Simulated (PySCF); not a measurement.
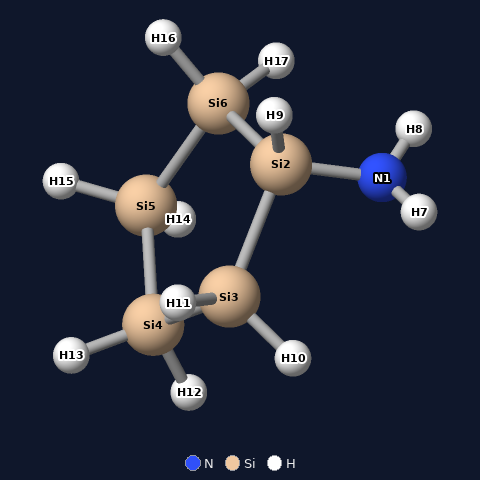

Structure of Si₅NH₁₁, SMILES N[SiH]1[SiH2][SiH2][SiH2][SiH2]1.

Kohn-Sham orbital energies near the frontier, ωB97X-D/def2-SVPD in PySCF 2.14.0, at a GFN2-xTB geometry (no frequency check), isolated molecule; empty levels in grey, levels within 0.03 eV side by side.

Where do the frontier orbitals lie?

HOMO at −9.16 eV, LUMO at 0.25 eV, 9.41 eV apart.

How far below the HOMO does the next level lie?

0.27 eV.

List the levels with the atoms that carry most of them (a dash for levels above zero or within 0.03 eV of another, where shares mean little).

```tsv
orbital	energy (eV)	Löwdin shares
LUMO+1	1.31	–
LUMO	0.25	–
HOMO	−9.16	N1 39 %, Si2 17 %, H9 12 %
HOMO−1	−9.43	Si2 26 %, Si6/Si3 21 % each
HOMO−2	−9.65	Si4/Si5 27 % each, Si3/Si6 9 % each
```

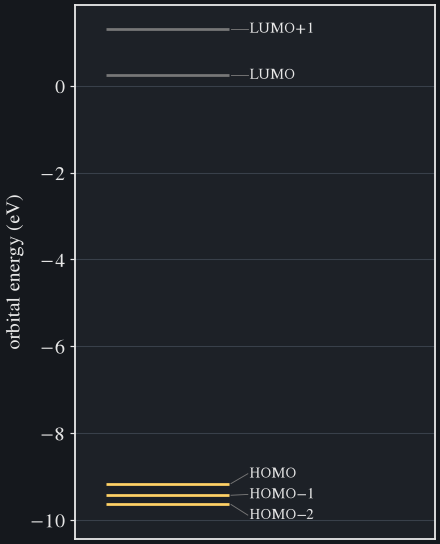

Known limits of this run: the tight-binding geometry is rougher than a DFT one and adds to the error; one conformer of a flexible molecule; empty levels above zero depend strongly on the basis.
